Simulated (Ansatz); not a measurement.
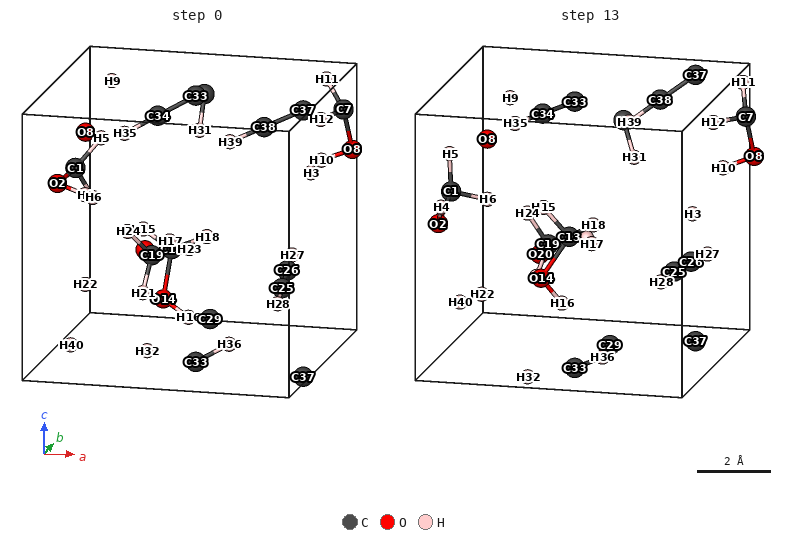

The structure of an amorphous cell of composition H6C3O before (left) and after (right) a relaxation, at one scale.

Style: ball-and-stick. Shown: the cell of the calculation, slightly off an axis.

The cell holds 4 CH3OH + 4 C2H2. The run prepares the start of a later molecular dynamics calculation, from a guessed geometry.

The calculation used Ansatz 0.2.0, DFT r2SCAN, scalar-relativistic, plane waves, PAW.

Input
```yaml
crystal:
  lattice:
    - [7.596674, 0.0, 0.0]
    - [0.0, 7.596674, 0.0]
    - [0.0, 0.0, 7.596674]
  atoms:
    - { symbol: C, position: [0.0726231, 0.4994839, 0.675633] }
    - { symbol: O, position: [0.0526428, 0.3136396, 0.6634663] }
    - { symbol: H, position: [-0.0583395, 0.5524623, 0.7003784] }
    - { symbol: H, position: [0.1682789, 0.2641887, 0.6413972] }
    - { symbol: H, position: [0.1590908, 0.5382483, 0.7845525] }
    - { symbol: H, position: [0.1230906, 0.5572562, 0.5533294] }
    - { symbol: C, position: [0.9915258, 0.8364103, 0.8688754] }
    - { symbol: O, position: [1.0047779, 0.9154787, 0.6995888] }
    - { symbol: H, position: [1.1246983, 0.8325608, 0.921984] }
    - { symbol: H, position: [0.8870933, 0.9199755, 0.650251] }
    - { symbol: H, position: [0.9085218, 0.9130487, 0.9587625] }
    - { symbol: H, position: [0.9408195, 0.7013913, 0.8624324] }
    - { symbol: C, position: [0.4897431, 0.2780798, 0.4545344] }
    - { symbol: O, position: [0.4626276, 0.260139, 0.2700669] }
    - { symbol: H, position: [0.368603, 0.3333973, 0.5077821] }
    - { symbol: H, position: [0.5694716, 0.2109318, 0.2203967] }
    - { symbol: H, position: [0.5143548, 0.151197, 0.5188601] }
    - { symbol: H, position: [0.59856, 0.3677899, 0.4854173] }
    - { symbol: C, position: [0.2810545, 0.8046589, 0.2836868] }
    - { symbol: O, position: [0.2121452, 0.9765896, 0.2558169] }
    - { symbol: H, position: [0.2647877, 0.7342587, 0.1597939] }
    - { symbol: H, position: [0.2255928, 1.0412682, 0.365087] }
    - { symbol: H, position: [0.4214766, 0.8067075, 0.3171567] }
    - { symbol: H, position: [0.2096834, 0.7331083, 0.3867861] }
    - { symbol: C, position: [0.8360808, 0.5426419, 0.2624652] }
    - { symbol: C, position: [0.8157625, 0.6993934, 0.2878677] }
    - { symbol: H, position: [0.7979543, 0.8367792, 0.3101318] }
    - { symbol: H, position: [0.8538889, 0.4052562, 0.240201] }
    - { symbol: C, position: [0.463069, 0.9485743, 1.019009] }
    - { symbol: C, position: [0.4650592, 0.8577792, 0.8871702] }
    - { symbol: H, position: [0.4668036, 0.7782014, 0.7716194] }
    - { symbol: H, position: [0.4613246, 1.0281521, 1.1345598] }
    - { symbol: C, position: [0.5414559, 0.4290779, 0.9956366] }
    - { symbol: C, position: [0.4209705, 0.343459, 0.9341401] }
    - { symbol: H, position: [0.3153704, 0.2684178, 0.8802411] }
    - { symbol: H, position: [0.647056, 0.5041191, 1.0495356] }
    - { symbol: C, position: [0.9746168, 0.3095962, 0.9984434] }
    - { symbol: C, position: [0.8507697, 0.2201716, 0.9505446] }
    - { symbol: H, position: [0.7422231, 0.141795, 0.9085634] }
    - { symbol: H, position: [1.0831633, 0.3879728, 1.0404245] }
basis:
  ecutwfc: 500.0
kpoints:
  mp_grid: { grid: [1, 1, 1] }
hamiltonian:
  xc: r2scan
scf:
  occupations: { method: fermi_dirac, width: 0.02 }
  lower_state_search: "off"
relax:
  f_tol: 0.3
  max_steps: 15
  adjacent_minimum: "off"
```

Launched with:
```bash
ansatz run input.yaml --threads 1 --pin off --max-ram 3072MiB --backend cpu --events-out ev --progress --plain --runs-dir out
```

Describe what moved and what it gained.

The run was cut off at its time limit before the relaxation converged, so the last structure is only a point on the way. Over 13 geometry steps the energy falls by 2.718 eV per cell of the calculation. The largest force component goes from 2 to 0.37 eV/Å. The largest moves, 1.57 Å, are those of H5 and H31. H31 goes along [1 1 −1]. Largest moves by element: H 1.57 Å, O 1.23 Å, C 1.13 Å. The cell doesn't change. Among the contacts that change: C25–C26 1.216 → 1.201 Å, C13–O14 1.423 → 1.436 Å, C13–H17 1.097 → 1.109 Å, C13–H15 1.090 → 1.100 Å. Bond angles that change, for instance: C26–C25–H28 180.0° → 176.4°, C1–O2–H4 107.4° → 110.3°, C25–C26–H27 180.0° → 177.4°. The run took 9.6 min on 1 thread of Arm Neoverse V1 (shared host), peak memory 1.3 GiB.

Limits of the set-up: the periodic images lie only 7.6 Å apart, so the values are limited by the cell's size.
